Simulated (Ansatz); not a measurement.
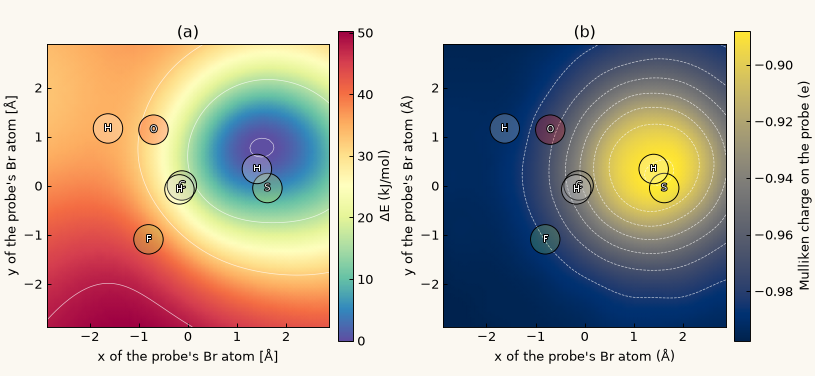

CH₃FOS (SMILES OC(F)S) with the probe Br-. The probe is moved over a plane parallel to the molecule's main plane, 3.67 Å above it. The first coordinate is: x of the probe's Br atom; the second: y of the probe's Br atom. Nothing is relaxed (molecule and probe rigid). The scan uses a 13 × 13 grid. Points are written as (first, second). All energies are given in kJ/mol relative to the lowest grid point. These are results of RKS PBE0-D4/def2-SVPD in Ansatz, not measurements.

Panel (a) is the energy; panel (b) is the computed Mulliken charge on the probe, in e.

Drawn: a smooth colour map with a few white contour lines, labelled circles for the molecule's atoms, projected on the plane. Between grid points the surface is interpolated.

How does the Mulliken charge on the probe vary over the map, and what is it at the lowest grid point?

Answer. Leaving out the highest fifth of the energies, it runs from −1.00 e at (−2.88 Å, 2.88 Å) to −0.89 e at (1.44 Å, 0.00 Å) [nearest 1 H at 2.32 Å]. At the lowest grid point, (1.44 Å, 0.96 Å) [nearest 1 H at 2.38 Å], it is −0.90 e.

```tsv
y of the probe's Br atom ↓, x of the probe's Br atom →	−2.88	−2.40	−1.92	−1.44	−0.96	−0.48	0.00	0.48	0.96	1.44	1.92	2.40	2.88
2.88	−1.00	−1.00	−1.00	−1.00	−0.99	−0.99	−0.99	−0.98	−0.98	−0.98	−0.98	−0.98	−0.98
2.40	−0.99	−0.99	−0.99	−0.99	−0.99	−0.99	−0.98	−0.97	−0.96	−0.96	−0.96	−0.97	−0.98
1.92	−0.99	−0.99	−0.99	−0.99	−0.99	−0.98	−0.97	−0.95	−0.94	−0.94	−0.94	−0.95	−0.96
1.44	−0.99	−0.99	−0.99	−0.99	−0.98	−0.97	−0.95	−0.93	−0.92	−0.91	−0.92	−0.93	−0.95
0.96	−0.99	−0.99	−0.99	−0.99	−0.98	−0.96	−0.94	−0.91	−0.90	−0.90	−0.90	−0.92	−0.94
0.48	−0.99	−0.99	−0.99	−0.99	−0.98	−0.96	−0.93	−0.91	−0.89	−0.89	−0.89	−0.91	−0.94
0.00	−0.99	−0.99	−0.99	−0.99	−0.98	−0.96	−0.93	−0.91	−0.89	−0.89	−0.89	−0.91	−0.94
−0.48	−0.99	−0.99	−0.99	−0.99	−0.98	−0.96	−0.94	−0.92	−0.91	−0.90	−0.91	−0.93	−0.95
−0.96	−0.99	−0.99	−0.99	−0.99	−0.98	−0.97	−0.96	−0.94	−0.93	−0.93	−0.94	−0.95	−0.96
−1.44	−1.00	−0.99	−0.99	−0.99	−0.99	−0.98	−0.97	−0.96	−0.96	−0.95	−0.96	−0.97	−0.97
−1.92	−1.00	−1.00	−1.00	−0.99	−0.99	−0.99	−0.98	−0.98	−0.98	−0.97	−0.98	−0.98	−0.98
−2.40	−1.00	−1.00	−1.00	−1.00	−0.99	−0.99	−0.99	−0.99	−0.99	−0.99	−0.99	−0.99	−0.99
−2.88	−1.00	−1.00	−1.00	−1.00	−1.00	−0.99	−0.99	−0.99	−0.99	−0.99	−0.99	−0.99	−0.99
```
